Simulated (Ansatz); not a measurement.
**C₆H₁₅FSi: one species, many methods**

Aim: compute C₆H₁₅FSi with functionals from several rungs and with coupled cluster, and see how far each lands from CCSD(T) at the basis-set limit for the atomisation energy.

Computed with Ansatz 0.2.0, Gaussian basis. Level: functionals in def2-TZVPP, the program's frozen cores in correlated methods.

The runs, in order: LDA (SPW92), PBE-D4, revPBE-D4, BLYP-D4, r2SCAN-D4, B97M-V, PBE0-D4, B3LYP-D4, r2SCANh-D4, r2SCAN0-D4, HSE06-D4, BHLYP-D4, CAM-B3LYP-D4, LC-ωPBE, ωB97X-V, ωB97M-V, B2PLYP, PBE-QIDH; CCSD(T)/def2-SVP; CCSD(T)/def2-TZVPP; MP2/def2-QZVPP; extrapolation to the limit; RPA on PBE.

### Step 1. The geometry

The geometry comes from an earlier relaxation with PBE0-D4 in a triple-zeta def2 set; it is a stationary point, not always the lowest conformer.

SMILES `CC[Si](F)(CC)CC`, 23 atoms, charge 0, spin multiplicity 1.

Atoms are counted from 1 here; the program's logs count them from 0.

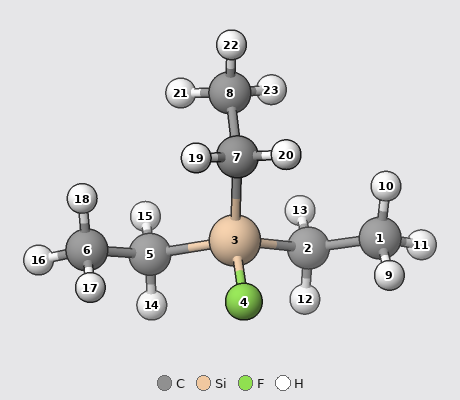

The geometry (carbon grey, silicon light orange, fluorine green, hydrogen white); atoms are numbered from 1 in the order of the file.

### Step 2. LDA

This LDA is Slater exchange with PW92 correlation.

File in.yaml:

```yaml
crystal:
  periodic: [false, false, false]
  atoms:
    - {symbol: C, position_ang: [1.023862, -1.118397, -2.501794]}
    - {symbol: C, position_ang: [0.110220, -0.040909, -1.922162]}
    - {symbol: Si, position_ang: [-0.488002, -0.384834, -0.185688]}
    - {symbol: F, position_ang: [-1.367068, -1.740338, -0.237586]}
    - {symbol: C, position_ang: [-1.607272, 0.982923, 0.420896]}
    - {symbol: C, position_ang: [-2.157919, 0.772130, 1.829531]}
    - {symbol: C, position_ang: [0.926021, -0.710212, 0.992315]}
    - {symbol: C, position_ang: [1.872020, 0.477403, 1.158921]}
    - {symbol: H, position_ang: [0.530855, -2.093495, -2.511304]}
    - {symbol: H, position_ang: [1.940959, -1.223615, -1.916085]}
    - {symbol: H, position_ang: [1.318826, -0.888747, -3.528780]}
    - {symbol: H, position_ang: [-0.773679, 0.089080, -2.557546]}
    - {symbol: H, position_ang: [0.618129, 0.931200, -1.922464]}
    - {symbol: H, position_ang: [-2.429875, 1.081268, -0.297187]}
    - {symbol: H, position_ang: [-1.053389, 1.927987, 0.364757]}
    - {symbol: H, position_ang: [-2.832354, 1.579786, 2.124934]}
    - {symbol: H, position_ang: [-2.715338, -0.164984, 1.901389]}
    - {symbol: H, position_ang: [-1.355799, 0.730863, 2.571291]}
    - {symbol: H, position_ang: [0.505201, -1.001258, 1.961075]}
    - {symbol: H, position_ang: [1.475331, -1.587783, 0.633931]}
    - {symbol: H, position_ang: [1.350102, 1.357084, 1.545744]}
    - {symbol: H, position_ang: [2.685313, 0.252592, 1.853267]}
    - {symbol: H, position_ang: [2.328657, 0.765156, 0.207844]}
basis:
  gaussian: {orbitals: def2-TZVPP}
hamiltonian: {xc: lda}
output: {orbitals: {seedname: orbitals}}
```

The run is started by

```sh
$ ansatz run in.yaml --threads 5 --pin off --events-out ev --progress --plain --max-ram 66560MiB --backend cuda --devices 0, --max-vram 37GiB
```

What it wrote, cut to the lines that bear on the results:

```text
Functional definition: SPW92
  name "SPW92"
  cite "Dirac, Proc. Camb. Phil. Soc. 26, 376 (1930) doi:10.1017/S0305004100016108"
  cite "Slater, Phys. Rev. 81, 385 (1951) doi:10.1103/PhysRev.81.385"
  cite "Perdew & Wang, Phys. Rev. B 45, 13244 (1992) doi:10.1103/PhysRevB.45.13244"
[...]
2409 factors; their error is unknown
[...]
mean field -16957.60425596 eV, -623.1804621293 hartree, gradient 6.2e-5 eV, S^2 0.000000; 0 other end points of the search recorded, 0 dependent functions left out
reference -16957.60431129 eV, -623.1804641630 hartree; 37, 37 occupied and 432, 432 virtual orbitals, 2409 factors
Total energy: -16957.60431129 eV, -623.1804641630 hartree
```

Wall time 14 s (1 × H100 (card shared with other runs) with 5 threads of AMD EPYC 7R13, shared host).

With the free atoms at this level, -16851.359 eV in sum, the atomisation energy is 106.245 eV. HOMO -6.66 eV, LUMO -0.20 eV.

### Step 3. PBE-D4 (GGA)

in.yaml: that of step 2 with these lines changed.

```diff
@@ -28,3 +28,3 @@
   gaussian: {orbitals: def2-TZVPP}
-hamiltonian: {xc: lda}
-output: {orbitals: {seedname: orbitals}}
+hamiltonian: {xc: pbe, dispersion: d4}
+output: {forces: true, orbitals: {seedname: orbitals}}
```

The command is unchanged.

What it wrote, cut to the lines that bear on the results:

```text
Functional definition: PBE
  name "PBE"
  cite "Perdew, Burke & Ernzerhof, Phys. Rev. Lett. 77, 3865 (1996) doi:10.1103/PhysRevLett.77.3865"
  parent pbe
[...]
2409 factors; their error is unknown
[...]
mean field -17052.16155262 eV, -626.6553786884 hartree, gradient 1.2e-5 eV, S^2 0.000000; 0 other end points of the search recorded, 0 dependent functions left out
[...]
Atom 19 at     1.475331    -1.587783     0.633931 Å, force     0.102657    -0.175386    -0.063098 eV/Å
Atom 20 at     1.350102     1.357084     1.545744 Å, force    -0.092006     0.177485     0.073534 eV/Å
Atom 21 at     2.685313     0.252592     1.853267 Å, force     0.169385    -0.031805     0.138052 eV/Å
Atom 22 at     2.328657     0.765156     0.207844 Å, force     0.093298     0.065445    -0.179736 eV/Å
Dipole moment:     0.184097     0.291746     0.007443 e Å
```

Wall time 14 s (1 × H100 (card shared with other runs) with 5 threads of AMD EPYC 7R13, shared host).

With the free atoms at this level, -16957.104 eV in sum, the atomisation energy is 95.617 eV. HOMO -6.57 eV, LUMO 0.02 eV.

### Step 4. revPBE-D4 (GGA)

in.yaml: that of step 3 with these lines changed.

```diff
@@ -28,3 +28,3 @@
   gaussian: {orbitals: def2-TZVPP}
-hamiltonian: {xc: pbe, dispersion: d4}
-output: {forces: true, orbitals: {seedname: orbitals}}
+hamiltonian: {xc: {name: revPBE}, dispersion: d4}
+output: {orbitals: {seedname: orbitals}}
```

The command is unchanged.

What it wrote, cut to the lines that bear on the results:

```text
Functional definition: revPBE
  name "revPBE"
  cite "Zhang & Yang, Phys. Rev. Lett. 80, 890 (1998) doi:10.1103/PhysRevLett.80.890"
  cite "Perdew, Burke & Ernzerhof, Phys. Rev. Lett. 77, 3865 (1996) doi:10.1103/PhysRevLett.77.3865"
[...]
2409 factors; their error is unknown
[...]
mean field -17063.41995220 eV, -627.0691172420 hartree, gradient 8.2e-5 eV, S^2 0.000000; 0 other end points of the search recorded, 0 dependent functions left out
reference -17063.42002878 eV, -627.0691200560 hartree; 37, 37 occupied and 432, 432 virtual orbitals, 2409 factors
Total energy: -17065.09035826 eV, -627.1305035324 hartree
```

Run time: 15 s. Hardware: 1 × H100 (card shared with other runs) with 5 threads of AMD EPYC 7R13, shared host.

Atomisation energy: 93.738 eV (free atoms -16971.352 eV, run apart). HOMO -6.52 eV, LUMO 0.14 eV.

### Step 5. BLYP-D4 (GGA)

in.yaml: that of step 4 with these lines changed.

```diff
@@ -28,3 +28,3 @@
   gaussian: {orbitals: def2-TZVPP}
-hamiltonian: {xc: {name: revPBE}, dispersion: d4}
+hamiltonian: {xc: {name: BLYP}, dispersion: d4}
 output: {orbitals: {seedname: orbitals}}
```

Same command.

What it wrote, cut to the lines that bear on the results:

```text
Functional definition: BLYP
  name "BLYP"
  cite "Becke, Phys. Rev. A 38, 3098 (1988) doi:10.1103/PhysRevA.38.3098"
  cite "Lee, Yang & Parr, Phys. Rev. B 37, 785 (1988) doi:10.1103/PhysRevB.37.785"
[...]
2409 factors; their error is unknown
[...]
mean field -17063.75258371 eV, -627.0813412243 hartree, gradient 5.9e-5 eV, S^2 0.000000; 0 other end points of the search recorded, 0 dependent functions left out
reference -17063.75311171 eV, -627.0813606279 hartree; 37, 37 occupied and 432, 432 virtual orbitals, 2409 factors
Total energy: -17064.94914193 eV, -627.1253139279 hartree
```

Wall time 12 s (1 × H100 (card shared with other runs) with 5 threads of AMD EPYC 7R13, shared host).

Atomisation energy: 93.727 eV (free atoms -16971.222 eV, run apart). HOMO -6.49 eV, LUMO 0.04 eV.

### Step 6. r2SCAN-D4 (meta-GGA)

in.yaml: that of step 5 with these lines changed.

```diff
@@ -28,3 +28,3 @@
   gaussian: {orbitals: def2-TZVPP}
-hamiltonian: {xc: {name: BLYP}, dispersion: d4}
-output: {orbitals: {seedname: orbitals}}
+hamiltonian: {xc: r2scan, dispersion: d4}
+output: {forces: true, orbitals: {seedname: orbitals}}
```

Launched as before.

What it wrote, cut to the lines that bear on the results:

```text
Functional definition: r2SCAN
  name "r2SCAN"
  cite "Furness, Kaplan, Ning, Perdew & Sun, J. Phys. Chem. Lett. 11, 8208 (2020) doi:10.1021/acs.jpclett.0c02405"
  cite "Furness, Kaplan, Ning, Perdew & Sun, J. Phys. Chem. Lett. 11, 9248 (2020) doi:10.1021/acs.jpclett.0c03077"
  parent r2scan
[...]
2409 factors; their error is unknown
[...]
Atom 19 at     1.475331    -1.587783     0.633931 Å, force     0.003821    -0.006343     0.010305 eV/Å
Atom 20 at     1.350102     1.357084     1.545744 Å, force     0.003927    -0.010007    -0.006631 eV/Å
Atom 21 at     2.685313     0.252592     1.853267 Å, force    -0.004299     0.012961    -0.008792 eV/Å
Atom 22 at     2.328657     0.765156     0.207844 Å, force    -0.007998    -0.002705     0.009785 eV/Å
Dipole moment:     0.187653     0.296605     0.007938 e Å
```

It took 18 s on 1 × H100 (card shared with other runs) with 5 threads of AMD EPYC 7R13, shared host.

Atomisation energy: 94.551 eV (free atoms -16968.077 eV, run apart). HOMO -6.84 eV, LUMO 0.66 eV.

### Step 7. B97M-V (meta-GGA)

in.yaml: that of step 6 with these lines changed.

```diff
@@ -28,3 +28,3 @@
   gaussian: {orbitals: def2-TZVPP}
-hamiltonian: {xc: r2scan, dispersion: d4}
-output: {forces: true, orbitals: {seedname: orbitals}}
+hamiltonian: {xc: {name: B97M-V}}
+output: {orbitals: {seedname: orbitals}}
```

Same command.

What it wrote, cut to the lines that bear on the results:

```text
Functional definition: B97M-V
  name "B97M-V"
  cite "Mardirossian & Head-Gordon, J. Chem. Phys. 142, 074111 (2015) doi:10.1063/1.4907719"
  cite "Becke, J. Chem. Phys. 107, 8554 (1997) doi:10.1063/1.475007"
  cite "Vydrov & Van Voorhis, J. Chem. Phys. 133, 244103 (2010) doi:10.1063/1.3521275"
  # Of w^i u^j: cxij and so on, Table III.
[...]
  gx(w, u) = cx00 + cx01*u + cx02*u^2 + (cx10 + cx11*u)*w
[...]
  gos(w, u) = cos00 + cos01*u + cos03*u^3 + cos10*w + cos32*w^3*u^2
[...]
      + integral(e_c_pw_mod_opposite_spin*gos(b97_w_opposite, b97_u_opposite)) + vv10(b, c)
2409 factors; their error is unknown
[...]
mean field -17065.72633407 eV, -627.1538752124 hartree, gradient 4.3e-5 eV, S^2 0.000000; 0 other end points of the search recorded, 0 dependent functions left out
reference -17065.72641517 eV, -627.1538781928 hartree; 37, 37 occupied and 432, 432 virtual orbitals, 2409 factors
Total energy: -17065.72641517 eV, -627.1538781928 hartree
```

Wall time 16 s (1 × H100 (card shared with other runs) with 5 threads of AMD EPYC 7R13, shared host); peak host memory 1.2 GiB.

With the free atoms at this level, -16971.211 eV in sum, the atomisation energy is 94.515 eV. HOMO -6.94 eV, LUMO 0.10 eV.

### Step 8. PBE0-D4 (hybrid)

in.yaml: that of step 7 with these lines changed.

```diff
@@ -28,3 +28,3 @@
   gaussian: {orbitals: def2-TZVPP}
-hamiltonian: {xc: {name: B97M-V}}
+hamiltonian: {xc: pbe0, dispersion: d4}
 output: {orbitals: {seedname: orbitals}}
```

Its log isn't repeated here (it stands with the study of this molecule's fields); it ends on a total energy of -17054.854301 eV.

With the free atoms at this level, -16960.134 eV in sum, the atomisation energy is 94.720 eV. HOMO -7.89 eV, LUMO 0.81 eV.

### Step 9. B3LYP-D4 (hybrid)

B3LYP here takes the VWN-RPA correlation.

in.yaml: that of step 8 with these lines changed.

```diff
@@ -28,3 +28,3 @@
   gaussian: {orbitals: def2-TZVPP}
-hamiltonian: {xc: pbe0, dispersion: d4}
-output: {orbitals: {seedname: orbitals}}
+hamiltonian: {xc: {name: B3LYP}, dispersion: d4}
+output: {forces: true, orbitals: {seedname: orbitals}}
```

Launched as before.

What it wrote, cut to the lines that bear on the results:

```text
Functional definition: B3LYP
  name "B3LYP"
  cite "Stephens, Devlin, Chabalowski & Frisch, J. Phys. Chem. 98, 11623 (1994) doi:10.1021/j100096a001"
  cite "Becke, Phys. Rev. A 38, 3098 (1988) doi:10.1103/PhysRevA.38.3098"
  cite "Lee, Yang & Parr, Phys. Rev. B 37, 785 (1988) doi:10.1103/PhysRevB.37.785"
  cite "Vosko, Wilk & Nusair, Can. J. Phys. 58, 1200 (1980) doi:10.1139/p80-159"
[...]
2412 factors; their error is unknown
[...]
Atom 19 at     1.475331    -1.587783     0.633931 Å, force    -0.020620     0.048474     0.033094 eV/Å
Atom 20 at     1.350102     1.357084     1.545744 Å, force     0.034348    -0.041070    -0.018899 eV/Å
Atom 21 at     2.685313     0.252592     1.853267 Å, force    -0.033489     0.021084    -0.033741 eV/Å
Atom 22 at     2.328657     0.765156     0.207844 Å, force    -0.018286    -0.009000     0.053590 eV/Å
Dipole moment:     0.190504     0.301713     0.007788 e Å
```

It took 15 s on 1 × H100 (card shared with other runs) with 5 threads of AMD EPYC 7R13, shared host.

With the free atoms at this level, -16975.862 eV in sum, the atomisation energy is 94.361 eV. HOMO -7.70 eV, LUMO 0.50 eV.

### Step 10. r2SCANh-D4 (hybrid)

in.yaml: that of step 9 with these lines changed.

```diff
@@ -28,3 +28,3 @@
   gaussian: {orbitals: def2-TZVPP}
-hamiltonian: {xc: {name: B3LYP}, dispersion: d4}
-output: {forces: true, orbitals: {seedname: orbitals}}
+hamiltonian: {xc: {name: r2SCANh}, dispersion: d4}
+output: {orbitals: {seedname: orbitals}}
```

Launched as before.

What it wrote, cut to the lines that bear on the results:

```text
Functional definition: r2SCANh
  name "r2SCANh"
  cite "Bursch, Neugebauer, Ehlert & Grimme, J. Chem. Phys. 156, 134105 (2022) doi:10.1063/5.0086040"
  cite "Furness, Kaplan, Ning, Perdew & Sun, J. Phys. Chem. Lett. 11, 8208 (2020) doi:10.1021/acs.jpclett.0c02405"
  cite "Furness, Kaplan, Ning, Perdew & Sun, J. Phys. Chem. Lett. 11, 9248 (2020) doi:10.1021/acs.jpclett.0c03077"
  parent r2scan
[...]
2409 factors; their error is unknown
[...]
mean field -17062.11366047 eV, -627.0211119061 hartree, gradient 9.6e-6 eV, S^2 0.000000; 0 other end points of the search recorded, 0 dependent functions left out
reference -17062.11367564 eV, -627.0211124638 hartree; 37, 37 occupied and 432, 432 virtual orbitals, 2409 factors
Total energy: -17062.27828103 eV, -627.0271616004 hartree
```

Wall time 17 s (1 × H100 (card shared with other runs) with 5 threads of AMD EPYC 7R13, shared host).

With the free atoms at this level, -16968.046 eV in sum, the atomisation energy is 94.233 eV. HOMO -7.33 eV, LUMO 0.89 eV.

### Step 11. r2SCAN0-D4 (hybrid)

in.yaml: that of step 10 with these lines changed.

```diff
@@ -28,3 +28,3 @@
   gaussian: {orbitals: def2-TZVPP}
-hamiltonian: {xc: {name: r2SCANh}, dispersion: d4}
+hamiltonian: {xc: {name: r2SCAN0}, dispersion: d4}
 output: {orbitals: {seedname: orbitals}}
```

Same command.

What it wrote, cut to the lines that bear on the results:

```text
Functional definition: r2SCAN0
  name "r2SCAN0"
  cite "Bursch, Neugebauer, Ehlert & Grimme, J. Chem. Phys. 156, 134105 (2022) doi:10.1063/5.0086040"
  cite "Furness, Kaplan, Ning, Perdew & Sun, J. Phys. Chem. Lett. 11, 8208 (2020) doi:10.1021/acs.jpclett.0c02405"
  cite "Furness, Kaplan, Ning, Perdew & Sun, J. Phys. Chem. Lett. 11, 9248 (2020) doi:10.1021/acs.jpclett.0c03077"
  parent r2scan
[...]
2412 factors; their error is unknown
[...]
mean field -17061.62003842 eV, -627.0029716305 hartree, gradient 8.3e-6 eV, S^2 0.000000; 0 other end points of the search recorded, 0 dependent functions left out
reference -17061.62005155 eV, -627.0029721129 hartree; 37, 37 occupied and 432, 432 virtual orbitals, 2412 factors
Total energy: -17061.80005828 eV, -627.0095872383 hartree
```

Run time: 15 s. Hardware: 1 × H100 (card shared with other runs) with 5 threads of AMD EPYC 7R13, shared host.

With the free atoms at this level, -16968.017 eV in sum, the atomisation energy is 93.783 eV. HOMO -8.06 eV, LUMO 1.22 eV.

### Step 12. HSE06-D4 (hybrid)

HSE06 is the plane-wave form, built on full-range PBE exchange.

in.yaml: that of step 11 with these lines changed.

```diff
@@ -28,3 +28,3 @@
   gaussian: {orbitals: def2-TZVPP}
-hamiltonian: {xc: {name: r2SCAN0}, dispersion: d4}
+hamiltonian: {xc: hse06, dispersion: d4}
 output: {orbitals: {seedname: orbitals}}
```

The command is unchanged.

What it wrote, cut to the lines that bear on the results:

```text
Functional definition: HSE06
  name "HSE06"
  cite "Heyd, Scuseria & Ernzerhof, J. Chem. Phys. 118, 8207 (2003) doi:10.1063/1.1564060"
  cite "Krukau, Vydrov, Izmaylov & Scuseria, J. Chem. Phys. 125, 224106 (2006) doi:10.1063/1.2404663"
  cite "Heyd & Scuseria, J. Chem. Phys. 120, 7274 (2004) doi:10.1063/1.1668634"
  cite "Ernzerhof & Perdew, J. Chem. Phys. 109, 3313 (1998) doi:10.1063/1.476928"
[...]
2412 factors; their error is unknown
165 factors; integrals over basis functions are off by at most 2.7e-7 eV
[...]
mean field -17053.65962028 eV, -626.7104316595 hartree, gradient 4.0e-5 eV, S^2 0.000000; 0 other end points of the search recorded, 0 dependent functions left out
reference -17053.65967906 eV, -626.7104338196 hartree; 37, 37 occupied and 432, 432 virtual orbitals, 2412 factors
Total energy: -17054.10749602 eV, -626.7268907894 hartree
```

It took 13 s on 1 × H100 (card shared with other runs) with 5 threads of AMD EPYC 7R13, shared host; peak host memory 1.2 GiB.

With the free atoms at this level, -16959.342 eV in sum, the atomisation energy is 94.765 eV. HOMO -7.48 eV, LUMO 0.44 eV.

### Step 13. BHLYP-D4 (hybrid)

in.yaml: that of step 12 with these lines changed.

```diff
@@ -28,3 +28,3 @@
   gaussian: {orbitals: def2-TZVPP}
-hamiltonian: {xc: hse06, dispersion: d4}
+hamiltonian: {xc: {name: BHLYP}, dispersion: d4}
 output: {orbitals: {seedname: orbitals}}
```

Same command.

What it wrote, cut to the lines that bear on the results:

```text
Functional definition: BHLYP
  name "BHLYP"
  cite "Becke, J. Chem. Phys. 98, 1372 (1993) doi:10.1063/1.464304"
  cite "Becke, Phys. Rev. A 38, 3098 (1988) doi:10.1103/PhysRevA.38.3098"
  cite "Lee, Yang & Parr, Phys. Rev. B 37, 785 (1988) doi:10.1103/PhysRevB.37.785"
[...]
2696 factors; their error is unknown
[...]
mean field -17063.24008558 eV, -627.0625072654 hartree, gradient 6.5e-5 eV, S^2 0.000000; 0 other end points of the search recorded, 0 dependent functions left out
reference -17063.24034356 eV, -627.0625167461 hartree; 37, 37 occupied and 432, 432 virtual orbitals, 2696 factors
Total energy: -17063.89315385 eV, -627.0865070816 hartree
```

It took 11 s on 1 × H100 (card shared with other runs) with 5 threads of AMD EPYC 7R13, shared host.

With the free atoms at this level, -16971.369 eV in sum, the atomisation energy is 92.524 eV. HOMO -9.16 eV, LUMO 1.43 eV.

### Step 14. CAM-B3LYP-D4 (range-separated)

in.yaml: that of step 13 with these lines changed.

```diff
@@ -28,3 +28,3 @@
   gaussian: {orbitals: def2-TZVPP}
-hamiltonian: {xc: {name: BHLYP}, dispersion: d4}
+hamiltonian: {xc: {name: CAM-B3LYP}, dispersion: d4}
 output: {orbitals: {seedname: orbitals}}
```

Launched as before.

What it wrote, cut to the lines that bear on the results:

```text
Functional definition: CAM-B3LYP
  name "CAM-B3LYP"
  cite "Yanai, Tew & Handy, Chem. Phys. Lett. 393, 51 (2004) doi:10.1016/j.cplett.2004.06.011"
  cite "Iikura, Tsuneda, Yanai & Hirao, J. Chem. Phys. 115, 3540 (2001) doi:10.1063/1.1383587"
  cite "Becke, Phys. Rev. A 38, 3098 (1988) doi:10.1103/PhysRevA.38.3098"
  cite "Lee, Yang & Parr, Phys. Rev. B 37, 785 (1988) doi:10.1103/PhysRevB.37.785"
[...]
  # Exact exchange under (alpha + beta erf(omega r))/r, Becke's under what is left of 1/r.
[...]
2412 factors; their error is unknown
639 factors; integrals over basis functions are off by at most 8.7e-6 eV
[...]
mean field -17064.10255630 eV, -627.0942024800 hartree, gradient 8.1e-5 eV, S^2 0.000000; 0 other end points of the search recorded, 0 dependent functions left out
reference -17064.10274502 eV, -627.0942094153 hartree; 37, 37 occupied and 432, 432 virtual orbitals, 2412 factors
Total energy: -17064.58992099 eV, -627.1121128018 hartree
```

Wall time 12 s (1 × H100 (card shared with other runs) with 5 threads of AMD EPYC 7R13, shared host).

With the free atoms at this level, -16969.783 eV in sum, the atomisation energy is 94.807 eV. HOMO -9.29 eV, LUMO 1.59 eV.

### Step 15. LC-ωPBE (range-separated)

in.yaml: that of step 14 with these lines changed.

```diff
@@ -28,3 +28,3 @@
   gaussian: {orbitals: def2-TZVPP}
-hamiltonian: {xc: {name: CAM-B3LYP}, dispersion: d4}
+hamiltonian: {xc: {name: LC-wPBE}}
 output: {orbitals: {seedname: orbitals}}
```

The command is unchanged.

What it wrote, cut to the lines that bear on the results:

```text
Functional definition: LC-wPBE
  name "LC-wPBE"
  cite "Vydrov & Scuseria, J. Chem. Phys. 125, 234109 (2006) doi:10.1063/1.2409292"
  cite "Heyd & Scuseria, J. Chem. Phys. 120, 7274 (2004) doi:10.1063/1.1668634"
  cite "Ernzerhof & Perdew, J. Chem. Phys. 109, 3313 (1998) doi:10.1063/1.476928"
  cite "Perdew, Burke & Ernzerhof, Phys. Rev. Lett. 77, 3865 (1996) doi:10.1103/PhysRevLett.77.3865"
  parent pbe
[...]
2409 factors; their error is unknown
796 factors; integrals over basis functions are off by at most 1.9e-5 eV
[...]
mean field -17060.71701207 eV, -626.9697860241 hartree, gradient 2.5e-5 eV, S^2 0.000000; 0 other end points of the search recorded, 0 dependent functions left out
reference -17060.71701207 eV, -626.9697860244 hartree; 37, 37 occupied and 432, 432 virtual orbitals, 2409 factors
Total energy: -17060.71701207 eV, -626.9697860244 hartree
```

Run time: 11 s. Hardware: 1 × H100 (card shared with other runs) with 5 threads of AMD EPYC 7R13, shared host.

Atomisation energy: 94.197 eV (free atoms -16966.520 eV, run apart). HOMO -10.59 eV, LUMO 2.89 eV.

### Step 16. ωB97X-V (range-separated)

in.yaml: that of step 15 with these lines changed.

```diff
@@ -28,3 +28,3 @@
   gaussian: {orbitals: def2-TZVPP}
-hamiltonian: {xc: {name: LC-wPBE}}
+hamiltonian: {xc: {name: wB97X-V}}
 output: {orbitals: {seedname: orbitals}}
```

The command is unchanged.

What it wrote, cut to the lines that bear on the results:

```text
Functional definition: wB97X-V
  name "wB97X-V"
  cite "Mardirossian & Head-Gordon, Phys. Chem. Chem. Phys. 16, 9904 (2014) doi:10.1039/C3CP54374A"
  cite "Becke, J. Chem. Phys. 107, 8554 (1997) doi:10.1063/1.475007"
  cite "Vydrov & Van Voorhis, J. Chem. Phys. 133, 244103 (2010) doi:10.1063/1.3521275"
[...]
      + integral(e_c_pw_opposite_spin*poly(b97_u_opposite, cos0, cos1)) + vv10(b, c)
2412 factors; their error is unknown
628 factors; integrals over basis functions are off by at most 7.8e-6 eV
[...]
mean field -17064.60480329 eV, -627.1126597164 hartree, gradient 2.0e-5 eV, S^2 0.000000; 0 other end points of the search recorded, 0 dependent functions left out
reference -17064.60480058 eV, -627.1126596167 hartree; 37, 37 occupied and 432, 432 virtual orbitals, 2412 factors
Total energy: -17064.60480058 eV, -627.1126596167 hartree
```

It took 14 s on 1 × H100 (card shared with other runs) with 5 threads of AMD EPYC 7R13, shared host; peak host memory 1.1 GiB.

With the free atoms at this level, -16970.069 eV in sum, the atomisation energy is 94.536 eV. HOMO -10.27 eV, LUMO 2.64 eV.

(Part 1 of 2 ends here.)
